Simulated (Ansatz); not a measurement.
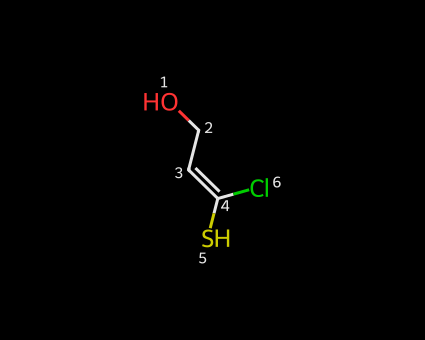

A structural formula, with wedges where it has stereocentres; small numbers name the atoms. The configuration is that of a computed structure (PBE-D4/def2-SVP).

> Assign CIP descriptors.

C3=C4: Z.

> Give a SMILES with the stereochemistry.

OC/C=C(/S)Cl
